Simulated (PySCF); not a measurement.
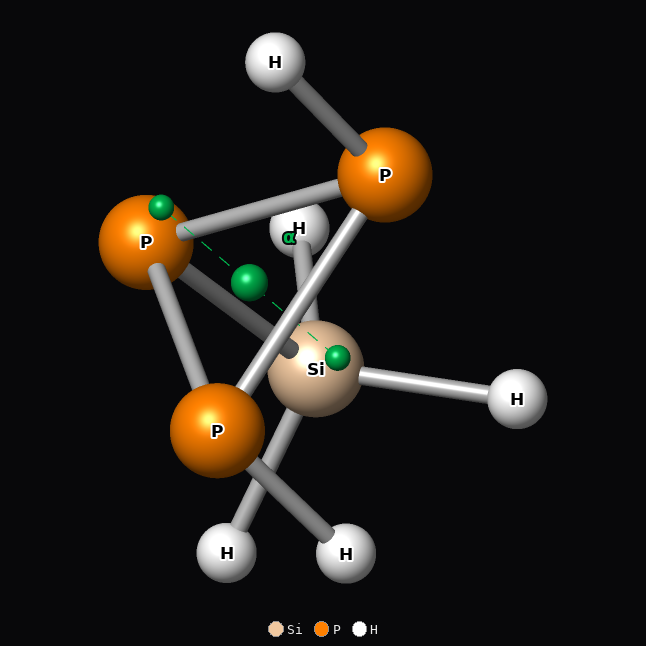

The small points mark where nucleus-independent chemical shifts (NICS) were computed: at the centre of each lettered ring and 1 Å above and below it. The geometry was computed by an optimisation with GFN2-xTB. No frequency run is at hand to confirm it as a minimum. Method: GIAO PBE0/pcSseg-1 NMR shielding, non-relativistic, gas phase (PySCF 2.14.0).

Give NICS(0), NICS(1) and the out-of-plane component NICS(1)zz for each ring (means of the two sides).

```
ring  members  NICS(0)  NICS(1)  NICS(1)zz
   α       P3    −38.2    −11.8      −26.8
```

Values in ppm.

The geometry is semi-empirical. Around P, Si such bond lengths and angles can be off by a tenth of an ångström or more and by several degrees, and values that hang on the shape move with them.
